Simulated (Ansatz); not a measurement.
## WHClF$_{5}$: molecular dynamics (part 5 of 5)

WHClF$_{5}$, multiplicity 2; UKS PBE/def2-SVP (Ansatz 0.2.0). It belongs to a series of runs on one base structure; here: dynamics from the highest image of the converged band.

Geometry of the input (Å):
```
W  0.0027  0.0696  0.0644
Cl -0.0119  -0.8325  2.2408
F  1.8452  0.1798  -0.1019
F  -0.0039  1.6534  1.0773
F  -1.8341  0.2105  -0.1389
H  -0.0315  -1.6472  0.0623
F  0.0202  -0.1489  -1.7908
F  0.0132  0.6453  3.8168
```

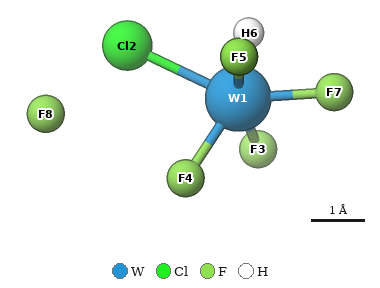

The geometry at step 174 of the log (ball-and-stick view, seen at a tilt; atoms are numbered from 1 in the order of the input).

**Trajectory as extended XYZ, continued**
```
8
Properties=species:S:1:pos:R:3:forces:R:3 step=147 time_fs=73.5 energy=-27920.57510 temperature=99.6
W     0.0167    0.0760    0.0662    0.2609  -0.2424   0.5937
Cl   -0.0929   -0.8744    2.2921   -0.0531   0.3379  -0.7107
F     1.8653    0.2456   -0.1819   -0.2521  -0.0930  -0.1683
F     0.2173    1.6770    1.0136   -0.0875  -0.0230   0.0944
F    -1.8371    0.0691   -0.0426   -0.0862   0.0525   0.1102
H     0.4099   -1.5818    0.1054    0.1002  -0.0456  -0.0282
F    -0.1018   -0.0897   -1.7861    0.1358  -0.0135   0.0482
F    -0.1104    0.6505    3.7443   -0.0181   0.0272   0.0606
8
Properties=species:S:1:pos:R:3:forces:R:3 step=149 time_fs=74.5 energy=-27920.57497 temperature=99.4
W     0.0168    0.0759    0.0667    0.3663  -0.2915   0.5986
Cl   -0.0948   -0.8752    2.2920   -0.0435   0.3358  -0.7309
F     1.8666    0.2480   -0.1850   -0.2992  -0.0993  -0.1598
F     0.2208    1.6789    1.0113   -0.0924  -0.0402   0.0884
F    -1.8354    0.0673   -0.0422   -0.1335   0.0564   0.1151
H     0.4156   -1.5863    0.0933    0.0816   0.0226  -0.0026
F    -0.1043   -0.0889   -1.7848    0.1399  -0.0095   0.0325
F    -0.1123    0.6504    3.7435   -0.0193   0.0257   0.0586
8
Properties=species:S:1:pos:R:3:forces:R:3 step=152 time_fs=76.0 energy=-27920.57374 temperature=97.8
W     0.0170    0.0756    0.0676    0.5147  -0.3596   0.6030
Cl   -0.0976   -0.8761    2.2914   -0.0293   0.3308  -0.7560
F     1.8683    0.2514   -0.1898   -0.3601  -0.1057  -0.1474
F     0.2259    1.6818    1.0079   -0.0993  -0.0662   0.0779
F    -1.8330    0.0648   -0.0414   -0.2012   0.0613   0.1218
H     0.4255   -1.5924    0.0752    0.0516   0.1201   0.0369
F    -0.1078   -0.0876   -1.7829    0.1446  -0.0037   0.0088
F    -0.1151    0.6503    3.7422   -0.0211   0.0230   0.0549
8
Properties=species:S:1:pos:R:3:forces:R:3 step=154 time_fs=77.0 energy=-27920.57252 temperature=96.3
W     0.0171    0.0754    0.0683    0.6012  -0.3887   0.6025
Cl   -0.0995   -0.8767    2.2908   -0.0202   0.3259  -0.7687
F     1.8692    0.2536   -0.1931   -0.3931  -0.1081  -0.1396
F     0.2293    1.6837    1.0058   -0.1031  -0.0831   0.0712
F    -1.8315    0.0631   -0.0408   -0.2430   0.0639   0.1258
H     0.4328   -1.5952    0.0636    0.0336   0.1693   0.0636
F    -0.1101   -0.0867   -1.7816    0.1469  -0.0003  -0.0069
F    -0.1170    0.6503    3.7414   -0.0223   0.0210   0.0521
8
Properties=species:S:1:pos:R:3:forces:R:3 step=156 time_fs=78.0 energy=-27920.57136 temperature=94.8
W     0.0173    0.0751    0.0689    0.6739  -0.3976   0.5984
Cl   -0.1014   -0.8771    2.2900   -0.0114   0.3198  -0.7776
F     1.8699    0.2558   -0.1965   -0.4194  -0.1092  -0.1323
F     0.2326    1.6855    1.0036   -0.1062  -0.0991   0.0653
F    -1.8302    0.0615   -0.0402   -0.2814   0.0658   0.1294
H     0.4404   -1.5963    0.0525    0.0195   0.1988   0.0900
F    -0.1124   -0.0859   -1.7803    0.1485   0.0025  -0.0224
F    -0.1189    0.6502    3.7407   -0.0234   0.0190   0.0492
8
Properties=species:S:1:pos:R:3:forces:R:3 step=158 time_fs=79.0 energy=-27920.57059 temperature=93.8
W     0.0176    0.0749    0.0696    0.7302  -0.3831   0.5909
Cl   -0.1034   -0.8775    2.2890   -0.0031   0.3124  -0.7826
F     1.8704    0.2579   -0.1999   -0.4387  -0.1091  -0.1257
F     0.2358    1.6873    1.0015   -0.1083  -0.1140   0.0608
F    -1.8290    0.0599   -0.0395   -0.3157   0.0670   0.1326
H     0.4481   -1.5956    0.0423    0.0107   0.2053   0.1154
F    -0.1145   -0.0850   -1.7790    0.1494   0.0044  -0.0374
F    -0.1208    0.6502    3.7400   -0.0246   0.0171   0.0461
8
Properties=species:S:1:pos:R:3:forces:R:3 step=160 time_fs=80.0 energy=-27920.57037 temperature=93.5
W     0.0178    0.0746    0.0704    0.7686  -0.3445   0.5801
Cl   -0.1053   -0.8778    2.2877    0.0047   0.3038  -0.7834
F     1.8706    0.2599   -0.2034   -0.4507  -0.1077  -0.1199
F     0.2390    1.6890    0.9994   -0.1094  -0.1275   0.0577
F    -1.8279    0.0583   -0.0387   -0.3450   0.0676   0.1354
H     0.4560   -1.5929    0.0332    0.0077   0.1880   0.1389
F    -0.1166   -0.0842   -1.7777    0.1497   0.0052  -0.0517
F    -0.1227    0.6502    3.7392   -0.0256   0.0151   0.0429
8
Properties=species:S:1:pos:R:3:forces:R:3 step=163 time_fs=81.5 energy=-27920.57112 temperature=94.5
W     0.0183    0.0742    0.0715    0.7919  -0.2465   0.5595
Cl   -0.1081   -0.8780    2.2854    0.0154   0.2890  -0.7762
F     1.8706    0.2629   -0.2088   -0.4548  -0.1034  -0.1128
F     0.2437    1.6915    0.9963   -0.1095  -0.1454   0.0556
F    -1.8267    0.0560   -0.0374   -0.3786   0.0674   0.1387
H     0.4680   -1.5856    0.0221    0.0138   0.1224   0.1687
F    -0.1196   -0.0829   -1.7759    0.1490   0.0043  -0.0714
F    -0.1256    0.6501    3.7382   -0.0272   0.0123   0.0379
8
Properties=species:S:1:pos:R:3:forces:R:3 step=165 time_fs=82.5 energy=-27920.57215 temperature=95.8
W     0.0187    0.0738    0.0723    0.7861  -0.1619   0.5439
Cl   -0.1100   -0.8781    2.2837    0.0216   0.2784  -0.7656
F     1.8702    0.2648   -0.2124   -0.4484  -0.0991  -0.1093
F     0.2467    1.6931    0.9943   -0.1089  -0.1558   0.0553
F    -1.8261    0.0545   -0.0365   -0.3932   0.0667   0.1403
H     0.4762   -1.5792    0.0167    0.0232   0.0594   0.1838
F    -0.1214   -0.0820   -1.7747    0.1478   0.0020  -0.0829
F    -0.1276    0.6501    3.7376   -0.0281   0.0103   0.0345
8
Properties=species:S:1:pos:R:3:forces:R:3 step=167 time_fs=83.5 energy=-27920.57349 temperature=97.5
W     0.0191    0.0735    0.0732    0.7659  -0.0708   0.5279
Cl   -0.1119   -0.8781    2.2817    0.0271   0.2676  -0.7503
F     1.8697    0.2667   -0.2161   -0.4350  -0.0937  -0.1068
F     0.2497    1.6945    0.9923   -0.1083  -0.1654   0.0553
F    -1.8257    0.0530   -0.0355   -0.4013   0.0657   0.1414
H     0.4845   -1.5722    0.0130    0.0346  -0.0101   0.1943
F    -0.1233   -0.0811   -1.7735    0.1460  -0.0016  -0.0928
F    -0.1295    0.6501    3.7369   -0.0290   0.0082   0.0309
8
Properties=species:S:1:pos:R:3:forces:R:3 step=169 time_fs=84.5 energy=-27920.57513 temperature=99.6
W     0.0196    0.0732    0.0740    0.7349   0.0175   0.5121
Cl   -0.1138   -0.8780    2.2795    0.0318   0.2570  -0.7301
F     1.8689    0.2685   -0.2199   -0.4150  -0.0870  -0.1052
F     0.2527    1.6959    0.9903   -0.1080  -0.1745   0.0551
F    -1.8255    0.0516   -0.0344   -0.4025   0.0645   0.1420
H     0.4932   -1.5654    0.0112    0.0452  -0.0769   0.1999
F    -0.1250   -0.0803   -1.7724    0.1437  -0.0064  -0.1008
F    -0.1315    0.6501    3.7363   -0.0299   0.0059   0.0270
8
Properties=species:S:1:pos:R:3:forces:R:3 step=171 time_fs=85.5 energy=-27920.57720 temperature=102.3
W     0.0201    0.0729    0.0749    0.6969   0.0932   0.4970
Cl   -0.1157   -0.8779    2.2771    0.0355   0.2471  -0.7051
F     1.8679    0.2703   -0.2237   -0.3890  -0.0794  -0.1046
F     0.2555    1.6972    0.9884   -0.1087  -0.1834   0.0540
F    -1.8255    0.0502   -0.0332   -0.3967   0.0633   0.1421
H     0.5023   -1.5592    0.0113    0.0520  -0.1315   0.2004
F    -0.1267   -0.0794   -1.7714    0.1408  -0.0125  -0.1068
F    -0.1335    0.6501    3.7357   -0.0308   0.0032   0.0229
8
Properties=species:S:1:pos:R:3:forces:R:3 step=174 time_fs=87.0 energy=-27920.58145 temperature=107.8
W     0.0209    0.0724    0.0763    0.6351   0.1657   0.4761
Cl   -0.1185   -0.8776    2.2732    0.0394   0.2339  -0.6582
F     1.8661    0.2729   -0.2295   -0.3401  -0.0661  -0.1053
F     0.2598    1.6990    0.9855   -0.1122  -0.1968   0.0502
F    -1.8259    0.0482   -0.0313   -0.3749   0.0620   0.1412
H     0.5170   -1.5525    0.0151    0.0495  -0.1736   0.1913
F    -0.1290   -0.0781   -1.7699    0.1354  -0.0237  -0.1115
F    -0.1365    0.6501    3.7348   -0.0323  -0.0014   0.0162
8
Properties=species:S:1:pos:R:3:forces:R:3 step=176 time_fs=88.0 energy=-27920.58512 temperature=112.5
W     0.0215    0.0721    0.0773    0.5944   0.1802   0.4631
Cl   -0.1204   -0.8773    2.2703    0.0407   0.2266  -0.6208
F     1.8647    0.2746   -0.2335   -0.3018  -0.0564  -0.1068
F     0.2625    1.7001    0.9836   -0.1164  -0.2055   0.0462
F    -1.8264    0.0469   -0.0300   -0.3518   0.0616   0.1399
H     0.5273   -1.5500    0.0199    0.0370  -0.1691   0.1789
F    -0.1305   -0.0773   -1.7690    0.1312  -0.0324  -0.1119
F    -0.1386    0.6501    3.7342   -0.0333  -0.0050   0.0114
8
Properties=species:S:1:pos:R:3:forces:R:3 step=178 time_fs=89.0 energy=-27920.58923 temperature=117.8
W     0.0221    0.0718    0.0782    0.5551   0.1684   0.4503
Cl   -0.1222   -0.8769    2.2673    0.0412   0.2203  -0.5786
F     1.8631    0.2762   -0.2375   -0.2598  -0.0463  -0.1091
F     0.2652    1.7010    0.9818   -0.1221  -0.2138   0.0414
F    -1.8270    0.0456   -0.0286   -0.3224   0.0616   0.1381
H     0.5380   -1.5491    0.0264    0.0160  -0.1395   0.1616
F    -0.1319   -0.0765   -1.7682    0.1263  -0.0417  -0.1100
F    -0.1406    0.6501    3.7336   -0.0343  -0.0090   0.0062
8
Properties=species:S:1:pos:R:3:forces:R:3 step=180 time_fs=90.0 energy=-27920.59342 temperature=123.2
W     0.0227    0.0715    0.0792    0.5163   0.1356   0.4369
Cl   -0.1241   -0.8765    2.2641    0.0407   0.2150  -0.5319
F     1.8613    0.2778   -0.2415   -0.2147  -0.0363  -0.1119
F     0.2678    1.7019    0.9800   -0.1289  -0.2211   0.0364
F    -1.8279    0.0444   -0.0271   -0.2872   0.0621   0.1357
H     0.5488   -1.5495    0.0344   -0.0118  -0.0902   0.1399
F    -0.1333   -0.0757   -1.7674    0.1209  -0.0516  -0.1060
F    -0.1427    0.6501    3.7330   -0.0355  -0.0134   0.0008
8
Properties=species:S:1:pos:R:3:forces:R:3 step=182 time_fs=91.0 energy=-27920.59725 temperature=128.1
W     0.0234    0.0712    0.0803    0.4756   0.0898   0.4218
Cl   -0.1259   -0.8760    2.2608    0.0395   0.2101  -0.4807
F     1.8595    0.2795   -0.2456   -0.1671  -0.0266  -0.1152
F     0.2704    1.7026    0.9781   -0.1363  -0.2267   0.0319
F    -1.8289    0.0432   -0.0255   -0.2468   0.0629   0.1328
H     0.5596   -1.5508    0.0438   -0.0431  -0.0296   0.1141
F    -0.1346   -0.0749   -1.7666    0.1149  -0.0620  -0.1000
F    -0.1448    0.6501    3.7325   -0.0366  -0.0180  -0.0048
8
Properties=species:S:1:pos:R:3:forces:R:3 step=185 time_fs=92.5 energy=-27920.60171 temperature=133.9
W     0.0245    0.0708    0.0818    0.4045   0.0178   0.3931
Cl   -0.1286   -0.8751    2.2555    0.0363   0.2028  -0.3962
F     1.8566    0.2819   -0.2519   -0.0925  -0.0135  -0.1209
F     0.2741    1.7035    0.9755   -0.1474  -0.2306   0.0281
F    -1.8306    0.0414   -0.0231   -0.1785   0.0647   0.1275
H     0.5748   -1.5531    0.0598   -0.0889   0.0620   0.0696
F    -0.1364   -0.0738   -1.7656    0.1050  -0.0781  -0.0879
F    -0.1480    0.6501    3.7316   -0.0385  -0.0252  -0.0133
8
Properties=species:S:1:pos:R:3:forces:R:3 step=187 time_fs=93.5 energy=-27920.60373 temperature=136.5
W     0.0252    0.0705    0.0829    0.3464  -0.0197   0.3677
Cl   -0.1304   -0.8745    2.2519    0.0335   0.1972  -0.3352
F     1.8546    0.2834   -0.2562   -0.0416  -0.0060  -0.1248
F     0.2765    1.7040    0.9737   -0.1538  -0.2294   0.0286
F    -1.8318    0.0403   -0.0214   -0.1291   0.0661   0.1234
H     0.5839   -1.5540    0.0714   -0.1135   0.1107   0.0374
F    -0.1376   -0.0731   -1.7650    0.0979  -0.0890  -0.0780
F    -0.1501    0.6500    3.7310   -0.0397  -0.0300  -0.0190
8
Properties=species:S:1:pos:R:3:forces:R:3 step=189 time_fs=94.5 energy=-27920.60511 temperature=138.3
W     0.0259    0.0702    0.0840    0.2775  -0.0410   0.3356
Cl   -0.1322   -0.8738    2.2482    0.0303   0.1905  -0.2708
F     1.8526    0.2850   -0.2605    0.0096   0.0001  -0.1287
F     0.2788    1.7043    0.9719   -0.1590  -0.2246   0.0320
F    -1.8332    0.0392   -0.0196   -0.0777   0.0676   0.1189
H     0.5920   -1.5538    0.0834   -0.1299   0.1420   0.0046
F    -0.1387   -0.0725   -1.7644    0.0903  -0.1000  -0.0669
F    -0.1523    0.6500    3.7304   -0.0410  -0.0346  -0.0246
8
Properties=species:S:1:pos:R:3:forces:R:3 step=191 time_fs=95.5 energy=-27920.60599 temperature=139.4
W     0.0267    0.0700    0.0851    0.1972  -0.0421   0.2956
Cl   -0.1340   -0.8731    2.2444    0.0267   0.1822  -0.2035
F     1.8506    0.2866   -0.2649    0.0602   0.0047  -0.1323
F     0.2810    1.7045    0.9702   -0.1626  -0.2160   0.0388
F    -1.8345    0.0381   -0.0177   -0.0252   0.0691   0.1139
H     0.5988   -1.5523    0.0953   -0.1364   0.1517  -0.0276
F    -0.1397   -0.0719   -1.7639    0.0823  -0.1108  -0.0549
F    -0.1545    0.6499    3.7298   -0.0421  -0.0389  -0.0300
8
Properties=species:S:1:pos:R:3:forces:R:3 step=193 time_fs=96.5 energy=-27920.60642 temperature=140.0
W     0.0275    0.0697    0.0863    0.1061  -0.0214   0.2470
Cl   -0.1358   -0.8723    2.2406    0.0229   0.1722  -0.1338
F     1.8486    0.2882   -0.2694    0.1093   0.0080  -0.1354
F     0.2831    1.7046    0.9685   -0.1643  -0.2037   0.0489
F    -1.8359    0.0371   -0.0158    0.0274   0.0706   0.1085
H     0.6043   -1.5494    0.1071   -0.1321   0.1386  -0.0583
F    -0.1408   -0.0714   -1.7634    0.0740  -0.1215  -0.0420
F    -0.1567    0.6498    3.7292   -0.0433  -0.0428  -0.0350
8
Properties=species:S:1:pos:R:3:forces:R:3 step=196 time_fs=98.0 energy=-27920.60610 temperature=139.5
W     0.0286    0.0693    0.0880   -0.0466   0.0471   0.1574
Cl   -0.1384   -0.8711    2.2348    0.0172   0.1535  -0.0258
F     1.8457    0.2906   -0.2762    0.1786   0.0101  -0.1386
F     0.2862    1.7046    0.9659   -0.1634  -0.1785   0.0700
F    -1.8379    0.0356   -0.0129    0.1047   0.0728   0.0998
H     0.6103   -1.5426    0.1235   -0.1065   0.0798  -0.0993
F    -0.1422   -0.0707   -1.7626    0.0609  -0.1369  -0.0214
F    -0.1600    0.6496    3.7282   -0.0448  -0.0480  -0.0420
8
Properties=species:S:1:pos:R:3:forces:R:3 step=198 time_fs=99.0 energy=-27920.60501 temperature=138.1
W     0.0294    0.0690    0.0891   -0.1542   0.1113   0.0870
Cl   -0.1402   -0.8702    2.2309    0.0136   0.1386   0.0473
F     1.8439    0.2922   -0.2808    0.2204   0.0100  -0.1393
F     0.2881    1.7044    0.9643   -0.1607  -0.1577   0.0872
F    -1.8392    0.0347   -0.0108    0.1542   0.0744   0.0935
H     0.6130   -1.5371    0.1333   -0.0794   0.0208  -0.1224
F    -0.1431   -0.0703   -1.7621    0.0518  -0.1465  -0.0072
F    -0.1623    0.6495    3.7275   -0.0458  -0.0509  -0.0463
8
Properties=species:S:1:pos:R:3:forces:R:3 step=200 time_fs=100.0 energy=-27920.60312 temperature=135.7
W     0.0302    0.0687    0.0903   -0.2609   0.1819   0.0095
Cl   -0.1419   -0.8692    2.2270    0.0105   0.1218   0.1204
F     1.8422    0.2938   -0.2855    0.2576   0.0088  -0.1385
F     0.2899    1.7042    0.9627   -0.1564  -0.1343   0.1063
F    -1.8404    0.0338   -0.0088    0.2011   0.0761   0.0869
H     0.6149   -1.5314    0.1420   -0.0476  -0.0455  -0.1418
F    -0.1440   -0.0700   -1.7617    0.0423  -0.1554   0.0073
F    -0.1646    0.6493    3.7268   -0.0466  -0.0534  -0.0501
```

**Key numbers**

```csv
quantity,value
outcome,finished
mean temperature over the second half,107 K
trajectory,"200 steps, 100 fs"
ensemble,nve
temperature in the input,100.0 K
time step,0.5 fs
potential energy (last step),−27920.6032 eV
mean-field energy (last step),−27920.6032 eV
⟨S²⟩ (last step),0.754
largest force (length of the vector) (last step),0.318 eV/Å
hardware,"4 threads of AMD EPYC (Zen 3), 24 GiB of memory available, shared host"
wall time,8 min (CPU time 30 min)
peak memory,0.3 GiB
```

**Remarks**

So short a trajectory is not equilibrated.
